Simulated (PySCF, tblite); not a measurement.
# C₇H₁₅NSi: geometry, infrared bands and NMR shifts

Aim: predict the infrared bands and NMR shifts of C₇H₁₅NSi (`C=CC[Si@H](/C=C/C)NC`).

Programs: tblite 0.8.0 and PySCF 2.14.0, with density-fitted response routines of our own. Each step states its level of theory. These are calculated values for one molecule in the gas phase, unless marked as measured. Atoms count from 0, in the outputs and in this text.

### Step 1. The starting structure

24 atoms, charge 0, multiplicity 1; geometry from: force field or distance geometry start.

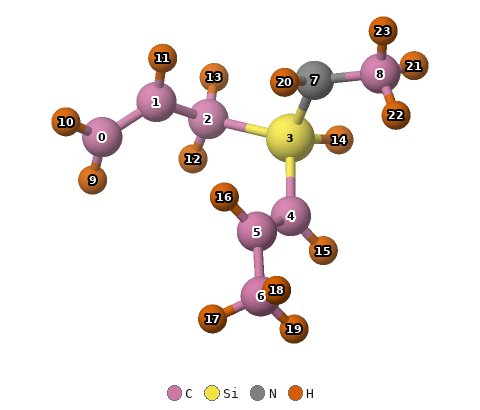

As it starts; carbon pink, silicon yellow, nitrogen grey, hydrogen orange, atoms numbered.

### Step 2. Optimising the geometry with GFN2-xTB

The job: settings as JSON, then the geometry in Å.

```
{"job": {"kind": "relax", "xc": "GFN2-xTB", "basis": "xTB"}, "charge": 0, "multiplicity": 1}
C     -1.903500    -2.519900     0.824100
C     -2.114400    -1.235600     0.462200
C     -1.842100    -0.698500    -0.906700
Si    -0.519800     0.638400    -1.046500
C      1.174300    -0.037100    -0.759400
C      1.639800    -0.599700     0.355200
C      3.040000    -1.113900     0.502600
N     -0.763500     1.882500     0.112300
C     -0.114600     3.175100     0.055100
H     -1.533900    -3.253100     0.127700
H     -2.135800    -2.856900     1.831300
H     -2.512900    -0.549000     1.212000
H     -1.597300    -1.506300    -1.589300
H     -2.787000    -0.268900    -1.283000
H     -0.571500     1.270400    -2.373400
H      1.811800     0.070000    -1.624900
H      1.006900    -0.703900     1.236200
H      3.014900    -2.190400     0.743900
H      3.545200    -0.590000     1.328600
H      3.635600    -0.980700    -0.398800
H     -0.618800     1.485700     1.035900
H     -0.336800     3.698600    -0.885700
H      0.972500     3.100900     0.182200
H     -0.501000     3.802100     0.865900
```

The run is started by

```sh
$ OMP_NUM_THREADS=1 python probes_run.py task.json out
```

This one command runs all jobs of the session in turn.

What it wrote:

```text
step      E/eV     max force
  0    -740.64229    1.574
  1    -740.69796    1.255
  2    -740.73250    0.516
  3    -740.75511    0.404
  4    -740.77527    0.366
  5    -740.79140    0.279
  6    -740.80203    0.235
  7    -740.80917    0.216
  8    -740.81633    0.241
  9    -740.82419    0.233
 10    -740.83126    0.187
 11    -740.83562    0.128
 12    -740.83899    0.116
 13    -740.84285    0.135
 14    -740.84710    0.188
 15    -740.85075    0.175
 16    -740.85332    0.107
 17    -740.85523    0.111
 18    -740.85707    0.132
 19    -740.85870    0.102
 20    -740.85985    0.080
 21    -740.86073    0.070
 22    -740.86171    0.094
 23    -740.86297    0.123
 24    -740.86444    0.102
 25    -740.86584    0.070
 26    -740.86709    0.073
 27    -740.86838    0.120
 28    -740.86984    0.132
 29    -740.87138    0.101
 30    -740.87288    0.091
 31    -740.87443    0.099
 32    -740.87627    0.126
 33    -740.87861    0.144
 34    -740.88153    0.118
 35    -740.88508    0.171
 36    -740.88870    0.169
 37    -740.89197    0.108
 38    -740.89398    0.133
 39    -740.89611    0.106
 40    -740.89751    0.095
 41    -740.89872    0.067
 42    -740.89937    0.069
 43    -740.90058    0.083
 44    -740.90166    0.104
 45    -740.90248    0.073
 46    -740.90304    0.048
 47    -740.90355    0.078
 48    -740.90424    0.086
 49    -740.90522    0.077
 50    -740.90609    0.073
 51    -740.90702    0.073
 52    -740.90813    0.101
 53    -740.90922    0.103
 54    -740.91003    0.079
 55    -740.91059    0.067
 56    -740.91125    0.070
 57    -740.91239    0.084
 58    -740.91348    0.079
 59    -740.91495    0.081
 60    -740.91620    0.093
 61    -740.91755    0.113
 62    -740.91872    0.087
 63    -740.91956    0.070
 64    -740.92026    0.072
 65    -740.92097    0.062
 66    -740.92154    0.048
 67    -740.92175    0.037
 68    -740.92204    0.039
 69    -740.92233    0.036
 70    -740.92253    0.030
 71    -740.92270    0.026
 72    -740.92288    0.043
 73    -740.92313    0.057
 74    -740.92338    0.045
 75    -740.92354    0.023
 76    -740.92363    0.022
 77    -740.92371    0.026
 78    -740.92379    0.030
 79    -740.92388    0.020
 80    -740.92395    0.016
 81    -740.92400    0.014
 82    -740.92406    0.016
 83    -740.92413    0.018
 84    -740.92419    0.015
 85    -740.92424    0.012
 86    -740.92428    0.013
 87    -740.92433    0.013
 88    -740.92440    0.014
 89    -740.92447    0.019
 90    -740.92455    0.020
 91    -740.92464    0.022
 92    -740.92473    0.018
 93    -740.92482    0.019
 94    -740.92491    0.021
 95    -740.92501    0.023
 96    -740.92513    0.023
 97    -740.92525    0.025
 98    -740.92536    0.023
 99    -740.92544    0.021
100    -740.92553    0.022
101    -740.92564    0.022
102    -740.92576    0.031
103    -740.92590    0.031
104    -740.92606    0.023
105    -740.92625    0.023
106    -740.92646    0.030
107    -740.92668    0.040
108    -740.92688    0.042
109    -740.92707    0.031
110    -740.92724    0.027
111    -740.92738    0.058
112    -740.92753    0.030
113    -740.92768    0.019
114    -740.92774    0.017
115    -740.92779    0.017
116    -740.92784    0.016
117    -740.92789    0.014
118    -740.92793    0.013
119    -740.92797    0.012
120    -740.92799    0.011
121    -740.92802    0.011
122    -740.92807    0.012
123    -740.92812    0.014
124    -740.92818    0.014
125    -740.92824    0.018
126    -740.92830    0.018
127    -740.92836    0.015
128    -740.92841    0.013
129    -740.92847    0.014
130    -740.92853    0.016
131    -740.92858    0.018
132    -740.92861    0.017
133    -740.92865    0.019
134    -740.92869    0.017
135    -740.92875    0.016
136    -740.92882    0.016
137    -740.92892    0.021
138    -740.92906    0.025
139    -740.92930    0.033
140    -740.92959    0.042
141    -740.92985    0.044
142    -740.93005    0.034
143    -740.93015    0.037
144    -740.93036    0.026
145    -740.93047    0.021
146    -740.93057    0.017
147    -740.93063    0.014
148    -740.93070    0.014
149    -740.93074    0.012
150    -740.93078    0.013
151    -740.93081    0.012
152    -740.93086    0.019
153    -740.93091    0.022
154    -740.93098    0.016
155    -740.93105    0.017
156    -740.93111    0.016
157    -740.93118    0.017
158    -740.93124    0.015
159    -740.93129    0.014
160    -740.93134    0.014
161    -740.93139    0.012
162    -740.93144    0.013
163    -740.93148    0.012
164    -740.93152    0.013
165    -740.93158    0.015
166    -740.93165    0.021
167    -740.93174    0.020
168    -740.93182    0.018
169    -740.93190    0.017
170    -740.93197    0.021
171    -740.93208    0.024
172    -740.93219    0.022
173    -740.93227    0.020
174    -740.93231    0.016
175    -740.93235    0.009
```

Wall time 2.6 s (1 thread of Arm Neoverse N1, shared host); peak memory 0.19 GiB.

Step by step: (not every step is listed)

| step | energy from step 0 (eV) | largest force (eV/Å) |
| --- | --- | --- |
| 0 | 0.0000 | 1.5741 |
| 1 | -0.0557 | 1.2554 |
| 2 | -0.0902 | 0.5159 |
| 3 | -0.1128 | 0.4035 |
| 4 | -0.1330 | 0.3656 |
| 5 | -0.1491 | 0.2787 |
| 6 | -0.1597 | 0.2350 |
| 7 | -0.1669 | 0.2156 |
| 8 | -0.1740 | 0.2406 |
| 24 | -0.2221 | 0.1019 |
| 40 | -0.2552 | 0.0949 |
| 56 | -0.2690 | 0.0697 |
| 72 | -0.2806 | 0.0428 |
| 88 | -0.2821 | 0.0144 |
| 104 | -0.2838 | 0.0229 |
| 120 | -0.2857 | 0.0108 |
| 136 | -0.2865 | 0.0159 |
| 152 | -0.2886 | 0.0193 |
| 168 | -0.2895 | 0.0180 |
| 170 | -0.2897 | 0.0215 |
| 171 | -0.2898 | 0.0243 |
| 172 | -0.2899 | 0.0222 |
| 173 | -0.2900 | 0.0197 |
| 174 | -0.2900 | 0.0161 |
| 175 | -0.2901 | 0.0094 |

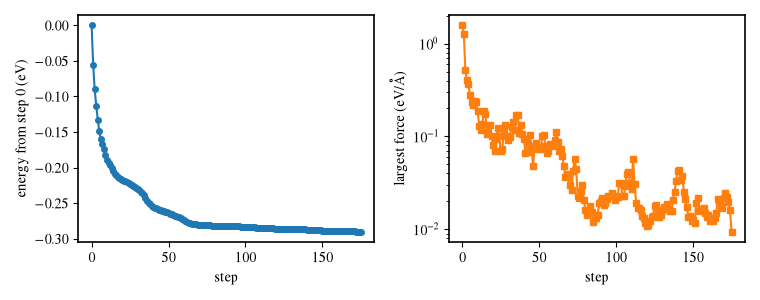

Energy and largest force along the relaxation.

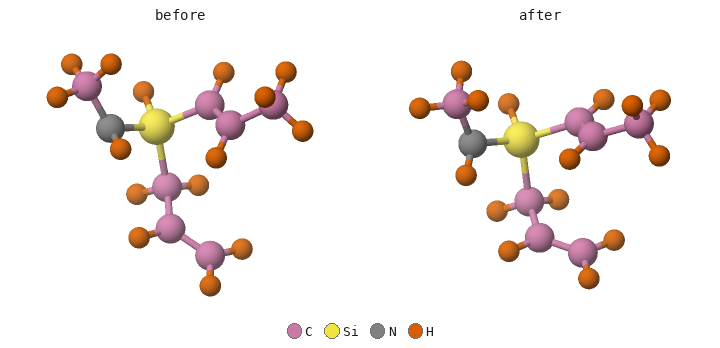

The geometry before (left) and after (right).

Close pairs (by a distance rule), those that changed most:

| bond | before (Å) | after (Å) | change (Å) |
| --- | --- | --- | --- |
| Si3–C4 | 1.846 | 1.887 | +0.041 |
| C0–C1 | 1.351 | 1.322 | -0.029 |
| C2–Si3 | 1.886 | 1.914 | +0.029 |
| C2–H13 | 1.104 | 1.088 | -0.016 |
| C6–H17 | 1.103 | 1.090 | -0.013 |
| C1–C2 | 1.495 | 1.483 | -0.012 |
| C8–H21 | 1.099 | 1.087 | -0.012 |
| C6–H18 | 1.101 | 1.090 | -0.011 |

The final coordinates are the input of the step that follows.

### Step 3. Harmonic vibrations with GFN2-xTB

The job: settings as JSON, then the geometry in Å.

```
{"job": {"kind": "ir", "xc": "GFN2-xTB", "basis": "xTB"}, "charge": 0, "multiplicity": 1}
C     -1.408252    -2.360305     0.744721
C     -1.981950    -1.216012     0.414650
C     -1.969323    -0.624840    -0.945565
Si    -0.576501     0.678284    -1.109361
C      1.079976    -0.191781    -0.863134
C      1.607467    -0.471679     0.322746
C      2.902764    -1.179248     0.542963
N     -0.942621     1.924606     0.022645
C     -0.069483     3.055542     0.228960
H     -0.907981    -2.969955     0.010321
H     -1.417782    -2.738306     1.752917
H     -2.477219    -0.624488     1.175238
H     -1.793356    -1.399668    -1.689113
H     -2.928398    -0.159980    -1.164848
H     -0.596357     1.317366    -2.434193
H      1.635918    -0.499324    -1.741900
H      1.086176    -0.185058     1.228317
H      2.733991    -2.101323     1.099730
H      3.578093    -0.558771     1.132366
H      3.381988    -1.421612    -0.402904
H     -1.426964     1.671253     0.870231
H      0.337354     3.357374    -0.733144
H      0.769973     2.825638     0.894802
H     -0.629246     3.892049     0.651112
```

What it wrote:

```text
mode    cm-1     km/mol
  1      30.5      0.17
  2      37.9      0.10
  3      58.9      0.60
  4      60.5      0.08
  5      97.9      2.43
  6     115.3      0.50
  7     136.2      0.41
  8     159.4      2.20
  9     164.0      2.06
 10     219.5      1.12
 11     236.8      4.31
 12     297.5     17.15
 13     340.6     16.72
 14     407.8      7.45
 15     417.0     10.05
 16     479.4    130.89
 17     594.0      9.25
 18     623.5    131.22
 19     672.1     53.58
 20     690.1     23.48
 21     724.7     28.47
 22     771.3     15.19
 23     793.0    139.56
 24     856.1    195.86
 25     873.1     12.10
 26     959.8     23.17
 27     985.6     12.04
 28    1010.0     17.42
 29    1021.7      9.22
 30    1035.7      2.78
 31    1055.6     25.01
 32    1065.2     32.80
 33    1097.2      6.89
 34    1110.8      3.63
 35    1155.4     81.23
 36    1188.5     54.00
 37    1211.8      6.76
 38    1244.3      1.93
 39    1299.5      4.85
 40    1306.5      0.77
 41    1358.6     79.05
 42    1397.5      3.60
 43    1415.0      8.73
 44    1422.2      1.95
 45    1474.9      1.41
 46    1477.2      3.67
 47    1482.7     11.70
 48    1492.7      4.39
 49    1502.3      2.24
 50    1684.0     82.71
 51    1707.1     40.57
 52    2189.3    372.40
 53    2904.9     60.64
 54    2975.5     59.48
 55    2991.9     25.45
 56    3000.6     39.35
 57    3006.4     31.10
 58    3010.4     25.30
 59    3020.5     28.87
 60    3030.8      1.07
 61    3033.0     27.35
 62    3037.9     58.15
 63    3043.6    120.61
 64    3097.9     22.63
 65    3121.2     68.72
 66    3449.0      6.13
```

Wall time 2 s (1 thread of Arm Neoverse N1, shared host); peak memory 0.19 GiB.

Which atoms move in the most intense modes:

| cm⁻¹ | km/mol | atoms |
| --- | --- | --- |
| 479 | 130.9 | H20 65 %, N7 15 % |
| 624 | 131.2 | H14 63 % |
| 793 | 139.6 | Si3 28 %, C2 23 %, H13 11 % |
| 856 | 195.9 | Si3 34 %, N7 14 % |
| 1155 | 81.2 | N7 42 %, C8 36 %, H20 14 % |
| 1684 | 82.7 | C5 52 %, C4 41 % |
| 2189 | 372.4 | H14 97 % |
| 3044 | 120.6 | H16 53 %, H19 36 % |

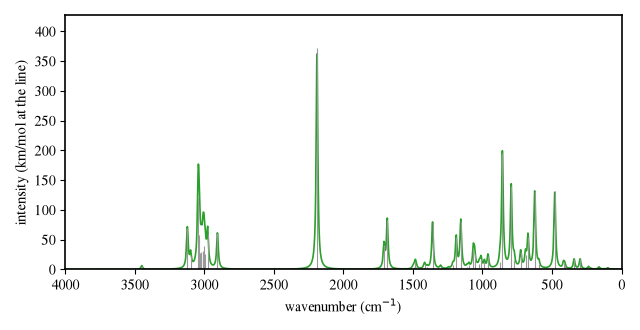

The infrared spectrum from these modes, unscaled. Lines are broadened to a width of 14 cm⁻¹ (Lorentzian).

### Step 4. Nuclear shieldings: PBE0/pcSseg-1

Same as in step 3 but for these lines:

```diff
@@ -1,2 +1,2 @@
-{"job": {"kind": "ir", "xc": "GFN2-xTB", "basis": "xTB"}, "charge": 0, "multiplicity": 1}
+{"job": {"kind": "nmr", "xc": "PBE0", "basis": "pcSseg-1"}, "charge": 0, "multiplicity": 1}
 C     -1.408252    -2.360305     0.744721
```

With the program's defaults for keys left out, this is: GIAO PBE0/pcSseg-1 NMR shielding, non-relativistic, gas phase.

What it wrote:

```text
coarse grid: 19592 points
cycle   1  E = -619.2822551561  dE =  8.392e-01  |g| = 5.863e-01  |ddm| = 4.282e+00
cycle   2  E = -619.2614042781  dE =  2.085e-02  |g| = 6.687e-01  |ddm| = 1.160e+00
cycle   3  E = -619.3700266533  dE = -1.086e-01  |g| = 6.813e-02  |ddm| = 6.719e-01
cycle   4  E = -619.3707843407  dE = -7.577e-04  |g| = 3.356e-02  |ddm| = 8.238e-02
cycle   5  E = -619.3710345179  dE = -2.502e-04  |g| = 6.373e-03  |ddm| = 3.409e-02
cycle   6  E = -619.3710433365  dE = -8.819e-06  |g| = 2.860e-03  |ddm| = 9.319e-03
final grid: 181960 points
cycle   7  E = -619.4226954097  dE = -4.336e-05  |g| = 1.143e-02  |ddm| = 3.434e-02
cycle   8  E = -619.4226672436  dE =  2.817e-05  |g| = 1.569e-02  |ddm| = 2.309e-02
cycle   9  E = -619.4227273075  dE = -6.006e-05  |g| = 2.359e-03  |ddm| = 1.410e-02
cycle  10  E = -619.4227287435  dE = -1.436e-06  |g| = 2.730e-04  |ddm| = 2.168e-03
cycle  11  E = -619.4227287579  dE = -1.444e-08  |g| = 1.312e-04  |ddm| = 3.407e-04
cycle  12  E = -619.4227287613  dE = -3.423e-09  |g| = 3.740e-05  |ddm| = 1.243e-04
cycle  13  E = -619.4227287617  dE = -3.179e-10  |g| = 9.467e-06  |ddm| = 4.825e-05
converged SCF energy = -619.4227287617

GIAO shielding tensors (ppm)
atom      isotropic    diamagn.    paramagn.     s11        s22        s33       span
  0 C       65.178     255.806    -190.628    -45.756     82.785    158.506    204.262
  1 C       47.560     259.883    -212.323    -74.901     52.892    164.688    239.589
  2 C      161.893     255.441     -93.548    148.885    160.105    176.690     27.804
  3 Si     376.220     883.740    -507.520    340.719    367.142    420.800     80.081
  4 C       57.116     265.530    -208.414    -45.637     65.284    151.702    197.340
  5 C       29.682     259.630    -229.948    -96.963     22.511    163.497    260.460
  6 C      160.243     248.309     -88.066    146.726    147.877    186.126     39.400
  7 N      251.276     328.355     -77.079    223.020    253.446    277.363     54.343
  8 C      154.715     243.062     -88.346    131.893    146.397    185.856     53.963
  9 H       26.774      33.463      -6.689     22.371     26.778     31.172      8.801
 10 H       26.508      31.297      -4.789     23.014     26.368     30.141      7.127
 11 H       25.883      34.323      -8.440     23.517     25.381     28.750      5.232
 12 H       30.371      33.092      -2.721     26.772     28.374     35.965      9.192
 13 H       29.849      31.068      -1.220     26.485     27.388     35.673      9.188
 14 H       26.859      31.358      -4.499     23.150     25.294     32.134      8.984
 15 H       26.223      35.340      -9.117     24.620     25.987     28.062      3.442
 16 H       25.555      38.584     -13.029     21.755     24.660     30.250      8.494
 17 H       29.569      29.494       0.074     25.612     28.143     34.951      9.339
 18 H       29.618      28.526       1.092     25.917     27.599     35.338      9.422
 19 H       29.897      29.961      -0.063     26.564     29.172     33.956      7.393
 20 H       31.860      37.793      -5.934     22.359     32.007     41.214     18.855
 21 H       29.308      29.035       0.273     25.564     27.002     35.358      9.794
 22 H       28.942      30.820      -1.878     22.964     28.230     35.631     12.668
 23 H       28.906      27.272       1.635     23.489     26.639     36.590     13.101
```

It took 1.9 min on 1 thread of Arm Neoverse N1, shared host; peak memory 1.1 GiB.

Shifts follow as δ = σ(reference) − σ, with reference shieldings (ppm) from runs at the same level and on the same kind of geometry: ¹H TMS 31.72, ¹³C TMS 186.9, ²⁹Si TMS 349.2, ¹⁵N NH3 267.7. The references are single molecules in the gas phase, so shifts against H2O, NH3, PH3, H3PO4 or CFCl3 are not on the usual liquid scales and can be off by tens of ppm. Atoms listed in one row are averaged.

| atoms | environment | σ (ppm) | δ (ppm) | δ scaled to CDCl3 |
| --- | --- | --- | --- | --- |
| C5 | alkene CH | 29.7 | 157.2 | 151.6 |
| C1 | alkene CH | 47.6 | 139.4 | 134.1 |
| C4 | alkene CH | 57.1 | 129.8 | 124.8 |
| C0 | terminal =CH2 carbon | 65.2 | 121.7 | 116.9 |
| C8 | methyl carbon bonded to N | 154.7 | 32.2 | 29.5 |
| C6 | allylic methyl carbon | 160.2 | 26.7 | 24.1 |
| C2 | allylic sp3 CH2 bonded to Si | 161.9 | 25.0 | 22.5 |
| H16 | hydrogen on an alkene CH | 25.56 | 6.16 | 5.91 |
| H11 | hydrogen on an alkene CH | 25.88 | 5.83 | 5.61 |
| H15 | hydrogen on an alkene CH | 26.22 | 5.49 | 5.28 |
| H10 | hydrogen on a terminal =CH2 carbon | 26.51 | 5.21 | 5.02 |
| H9 | hydrogen on a terminal =CH2 carbon | 26.77 | 4.94 | 4.77 |
| H14 | hydrogen on a silicon bonded to 2 C, N | 26.86 | 4.86 | – |
| H21, H22, H23 | hydrogen on a methyl carbon bonded to N | 29.05 | 2.67 | 2.62 |
| H17, H18, H19 | hydrogen on an allylic methyl carbon | 29.69 | 2.02 | 2.01 |
| H13 | hydrogen on an allylic sp3 CH2 bonded to Si | 29.85 | 1.87 | 1.87 |
| H12 | hydrogen on an allylic sp3 CH2 bonded to Si | 30.37 | 1.35 | 1.37 |
| H20 | hydrogen on a nitrogen bonded to C, Si | 31.86 | -0.14 | – |
| Si3 | silicon bonded to 2 C, N, H | 376.2 | -27.1 | – |
| N7 | nitrogen bonded to C, Si, H | 251.3 | 16.5 | – |

The scaled column applies a straight-line fit of computed shieldings to shifts measured in CDCl3 (root-mean-square error 0.16 ppm for H, 1.9 ppm for C).

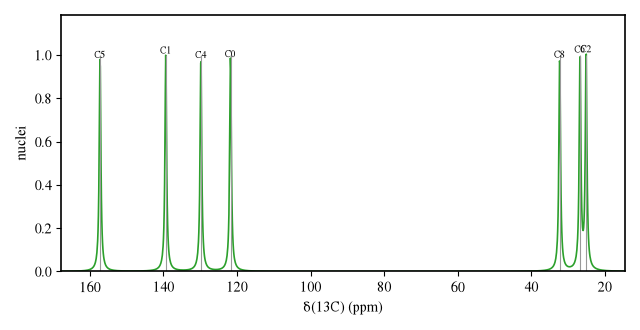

¹³C lines at the computed shifts, without couplings. Lines are broadened to a width of 0.53 ppm (Lorentzian).

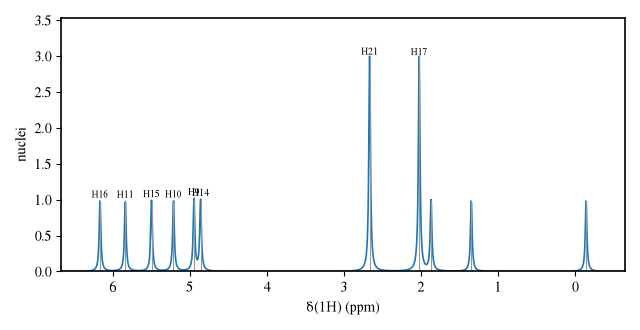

¹H lines at the computed shifts, without couplings. Lines are broadened to a width of 0.03 ppm (Lorentzian).

The run also stored atomic charges by several schemes (e):

| atoms | Mulliken | IAO | Hirshfeld | ESP fit |
| --- | --- | --- | --- | --- |
| C0 | -0.15 | -0.34 | -0.11 | -0.59 |
| C1 | -0.28 | -0.12 | -0.04 | 0.11 |
| C2 | -0.47 | -0.55 | -0.16 | -0.65 |
| Si3 | 0.96 | 1.03 | 0.39 | 0.55 |
| C4 | -0.42 | -0.48 | -0.16 | -0.45 |
| C5 | -0.23 | -0.09 | -0.02 | 0.22 |
| C6 | -0.20 | -0.43 | -0.12 | -0.58 |
| N7 | -0.70 | -0.68 | -0.25 | -0.66 |
| C8 | -0.09 | -0.29 | -0.07 | -0.15 |

Mulliken charges:

C0 -0.15; C1 -0.28; C2 -0.47; Si3 0.96; C4 -0.42; C5 -0.23; C6 -0.20; N7 -0.70; C8 -0.09; H9 0.10; H10 0.11; H11 0.10; H12 0.14; H13 0.15; H14 -0.10; H15 0.11; H16 0.10; H17 0.13; H18 0.12; H19 0.11; H20 0.19; H21 0.11; H22 0.10; H23 0.11

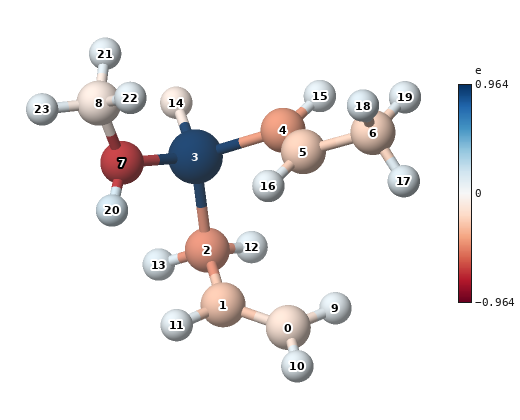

Mulliken charges, as colours on the atoms.

Mayer bond orders: C0–C1 1.96, C1–C2 1.05, C2–Si3 0.87, Si3–C4 0.85, C4–C5 1.90, C5–C6 1.06, Si3–N7 1.01, N7–C8 0.98.

The fields below are evaluated on a grid from the run's orbitals.

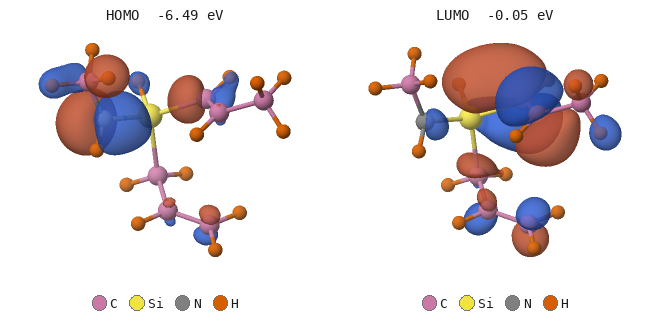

Frontier orbitals at PBE0/pcSseg-1; each surface holds 70 % of the orbital's density, blue and red mark the sign.

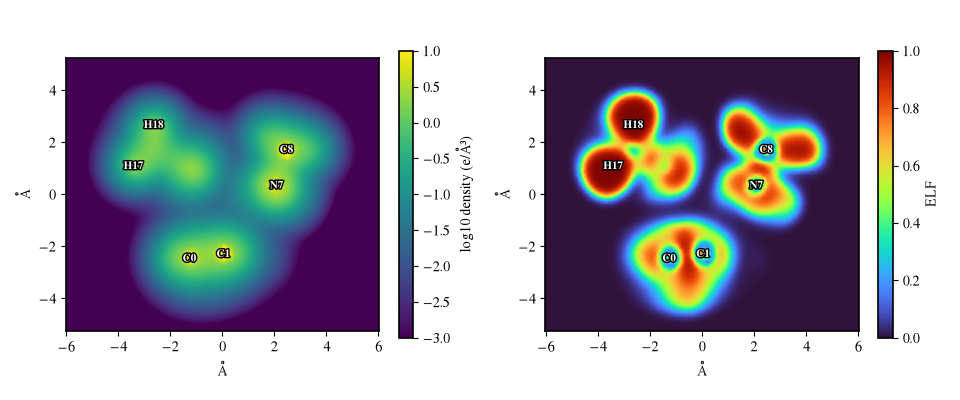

Density (left) and ELF (right) in a plane through or near 6 of the atoms.

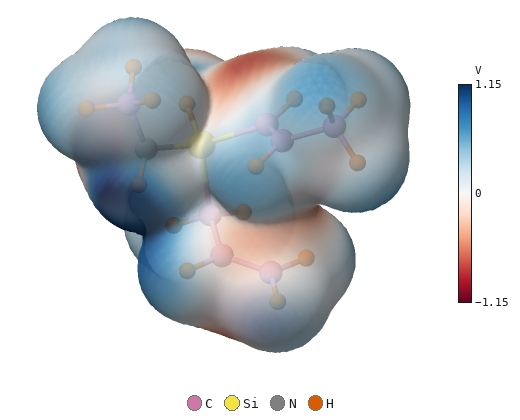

The potential that a unit positive charge feels on the 0.002 e/bohr³ surface, from -1.03 V near N7 to 1.15 V near H20.

### Step 5. What came out

| quantity | value |
| --- | --- |
| strongest single infrared mode (GFN2-xTB) | 2189 cm⁻¹, 372 km/mol |
| zero-point energy (GFN2-xTB) | 125.7 kcal/mol |
| ¹³C shifts against TMS (PBE0/pcSseg-1) | 157.2, 139.4, 129.8, 121.7, 32.2, 26.7, 25.0 ppm |
| ¹H shifts against TMS (PBE0/pcSseg-1, means over atoms taken as alike) | 6.16, 5.83, 5.49, 5.21, 4.94, 4.86, 2.67, 2.02, 1.87, 1.35, -0.14 ppm |
| ²⁹Si shifts against TMS (PBE0/pcSseg-1) | -27.1 ppm |
| ¹⁵N shifts against NH3 (PBE0/pcSseg-1) | 16.5 ppm |
| surface potential, least and greatest | -1.03 V and 1.15 V |

**Reading.** The optimisation took 175 steps and gained 0.290 eV; among the close pairs (by a distance rule), Si3–C4 changed most, from 1.846 to 1.887 Å. No mode is imaginary among the 66: a minimum at this level. The strongest single mode, at 2189 cm⁻¹, moves mainly H14. Unscaled tight-binding wavenumbers are off by several per cent, some by more. Its intensities can rank the bands wrongly. At PBE0/pcSseg-1: Shielding is most anisotropic at C5 (span 260 ppm, paramagnetic term -230 ppm).
